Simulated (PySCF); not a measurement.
**SiCl3O (SMILES [O][Si](Cl)(Cl)Cl) at 4 levels**

Aim: a comparison of 4 runs (UCAM-B3LYP/def2-SVP, UCAM-B3LYP/ma-def2-SVP, UCAM-B3LYP/def2-SVPD, UCAM-B3LYP/def2-TZVP) of SiCl3O. 

Program for the calculation: PySCF 2.14.0.

## Step 1: Starting point

SiCl3O has 5 atoms, charge 0, and is taken as a doublet. As SMILES, `[O][Si](Cl)(Cl)Cl`. The shape is that of a PBE0-D4/def2-TZVP optimisation.

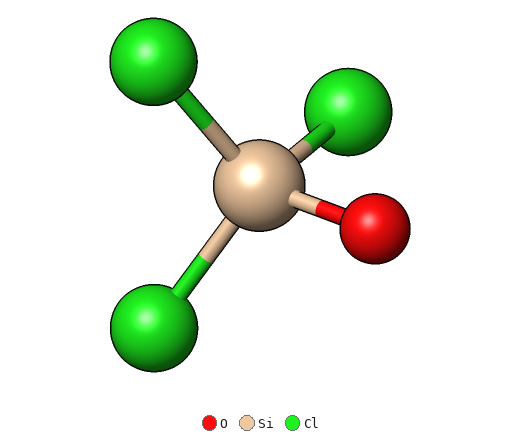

The structure, seen from a chosen angle (oxygen red, silicon light orange, chlorine green).

## Step 2: The energy at UCAM-B3LYP/def2-SVP (run 1)

Contents of run.py:

```python
from pyscf import gto, dft

molecule = gto.M(
    atom='''
O      1.540127    -2.023519     1.963992
Si     0.072943    -0.035527     0.077479
Cl    -2.903564     1.616850     1.796185
Cl    -1.025743    -2.391448    -2.718749
Cl     2.410535     2.694560    -1.197330
''',
    max_memory=1860,
    unit='bohr',
    spin=1,
    basis='def2-svp',
    verbose=4,
)

mf = dft.UKS(molecule, xc='cam-b3lyp')
mf.grids.level = 4
mf.conv_tol = 1e-10
mf.kernel()
if not mf.converged:
    mf = mf.newton().run(mf.mo_coeff, mf.mo_occ)

energy = mf.e_tot
print(f'total energy: {energy:.8f} hartree')
```

Run with:

```
$ OMP_NUM_THREADS=1 python run.py
```

The program printed:

```text
PySCF version 2.14.0

[... 54 lines left out ...]
WARN: HOMO -0.399445359768521 >= LUMO -0.399445359768522
[... 90 lines left out ...]
converged SCF energy = -1744.85498864062  <S^2> = 0.75303111  2S+1 = 2.0030288
total energy: -1744.85498864 hartree
```

It took 54 s on 1 thread of Arm Neoverse V1, shared host; peak memory 0.46 GiB.

## Step 3: A single-point energy at UCAM-B3LYP/ma-def2-SVP (run 2)

Contents of start.xyz:

```xyz
5
Cl3OSi
O      0.815000    -1.070800     1.039300
Si     0.038600    -0.018800     0.041000
Cl    -1.536500     0.855600     0.950500
Cl    -0.542800    -1.265500    -1.438700
Cl     1.275600     1.425900    -0.633600
```

Contents of input.py:

```python
from pyscf import gto, dft

molecule = gto.M(
    atom='start.xyz',
    verbose=4,
    spin=1,
    charge=0,
    max_memory=1860,
    basis='ma-def2-svp',
)

ks = dft.UKS(molecule)
ks.xc = 'cam-b3lyp'
ks.conv_tol = 1e-10
ks.grids.level = 4
ks.kernel()
if not ks.converged:
    ks = ks.newton().run(ks.mo_coeff, ks.mo_occ)

e_final = ks.e_tot
print('Final energy', e_final)
```

Run with:

```
$ OMP_NUM_THREADS=1 python input.py
```

The program printed:

```text
PySCF version 2.14.0

[... 53 lines left out ...]
WARN: beta  nocc = 36  HOMO -0.400400784462441 >= LUMO -0.400102577735903
[... 1 line left out ...]
WARN: HOMO -0.400102577735901 >= LUMO -0.400102577735903
[... 106 lines left out ...]
converged SCF energy = -1744.87747208787  <S^2> = 0.75350009  2S+1 = 2.003497
Final energy -1744.8774720878703
```

Run time: 94 s. Hardware: 1 thread of Arm Neoverse V1, shared host; peak memory 0.58 GiB.

## Step 4: A single-point energy at UCAM-B3LYP/def2-SVPD (run 3)

Contents of calc.py:

```python
from pyscf import gto, dft

molecule = gto.M(
    atom='''
O      1.540127    -2.023519     1.963992
Si     0.072943    -0.035527     0.077479
Cl    -2.903564     1.616850     1.796185
Cl    -1.025743    -2.391448    -2.718749
Cl     2.410535     2.694560    -1.197330
''',
    basis='def2-svpd',
    spin=1,
    unit='bohr',
    verbose=4,
    max_memory=1860,
)

mf = dft.UKS(molecule, xc='cam-b3lyp')
mf.grids.level = 4
mf.conv_tol = 1e-10
mf.kernel()
if not mf.converged:
    mf = mf.newton().run(mf.mo_coeff, mf.mo_occ)

e_tot = mf.e_tot
print('Final energy', e_tot)
```

Run with:

```
$ OMP_NUM_THREADS=1 python calc.py
```

The program printed:

```text
PySCF version 2.14.0

[... 53 lines left out ...]
WARN: beta  nocc = 36  HOMO -0.400033397101678 >= LUMO -0.399422998413817
[... 1 line left out ...]
WARN: HOMO -0.399422998413816 >= LUMO -0.399422998413817
[... 98 lines left out ...]
converged SCF energy = -1744.88634301537  <S^2> = 0.75369479  2S+1 = 2.0036914
Final energy -1744.886343015366
```

It took 2 min on 1 thread of Arm Neoverse V1, shared host; peak memory 0.77 GiB.

## Step 5: A single-point energy at UCAM-B3LYP/def2-TZVP (run 4)

Contents of input.py:

```python
from pyscf import gto, dft

mol = gto.Mole()
mol.atom = '''
O    0.815000  -1.070800   1.039300
Si   0.038600  -0.018800   0.041000
Cl  -1.536500   0.855600   0.950500
Cl  -0.542800  -1.265500  -1.438700
Cl   1.275600   1.425900  -0.633600
'''
mol.charge = 0
mol.max_memory = 1860
mol.verbose = 3
mol.basis = 'def2-tzvp'
mol.spin = 1
mol.build()

mf = dft.UKS(mol)
mf.xc = 'cam-b3lyp'
mf.grids.level = 4
mf.conv_tol = 1e-10
mf.kernel()
if not mf.converged:
    mf = mf.newton().run(mf.mo_coeff, mf.mo_occ)

energy = mf.e_tot
print('Final energy', energy)
```

Run with:

```
$ OMP_NUM_THREADS=1 python input.py
```

The program printed:

```text
WARN: HOMO -0.39771014682747 >= LUMO -0.397710146827471

converged SCF energy = -1745.5474423345  <S^2> = 0.75361627  2S+1 = 2.003613
Final energy -1745.5474423344988
```

It took 4.5 min on 1 thread of Arm Neoverse V1, shared host; peak memory 1.6 GiB.

## Step 6: The series

| run | level | energy (Eh) | dipole moment (D) | HOMO energy (eV) | LUMO energy (eV) | wall time |
| --- | --- | --- | --- | --- | --- | --- |
| 1 | UCAM-B3LYP/def2-SVP | -1744.854989 | 0.82 | -10.75 | -4.26 | 54 s |
| 2 | UCAM-B3LYP/ma-def2-SVP | -1744.877472 | 0.89 | -11.14 | -4.77 | 94 s |
| 3 | UCAM-B3LYP/def2-SVPD | -1744.886343 | 0.90 | -11.09 | -4.72 | 2 min |
| 4 | UCAM-B3LYP/def2-TZVP | -1745.547442 | 0.88 | -10.98 | -4.51 | 4.5 min |

Convergence of the dipole moment of doublet SiCl3O with the basis set, against the last point:

```csv
basis set,from the last (D),wall time
def2-SVP,-0.0595,54 s
ma-def2-SVP,+0.0082,94 s
def2-SVPD,+0.0113,2 min
def2-TZVP,+0.0000,4.5 min
```

Convergence of the total energy of doublet SiCl3O with the basis set, against the last point:

| basis set | from the last (mEh) | wall time |
| --- | --- | --- |
| def2-SVP | +692.454 | 54 s |
| ma-def2-SVP | +669.970 | 94 s |
| def2-SVPD | +661.099 | 2 min |
| def2-TZVP | +0.000 | 4.5 min |

## Step 7: Summary of results

```
                                 quantity           value
                      run 4: total energy  -1745.54744 Eh
                     run 4: dipole moment          0.88 D
run 4: HOMO energy (highest over α and β)       -10.98 eV
 run 4: LUMO energy (lowest over α and β)        -4.51 eV
                              run 4: ⟨S²⟩           0.754
```

**Reading.** For the dipole moment of doublet SiCl3O to stay within 0.05 D of the last point, ma-def2-SVP is the first point of the series from which all later ones do (94 s against 4.5 min). The dipole moment (its size) runs from 0.82 D (UCAM-B3LYP/def2-SVP) to 0.90 D (UCAM-B3LYP/def2-SVPD). All runs together took 9 min, the longest 4.5 min.
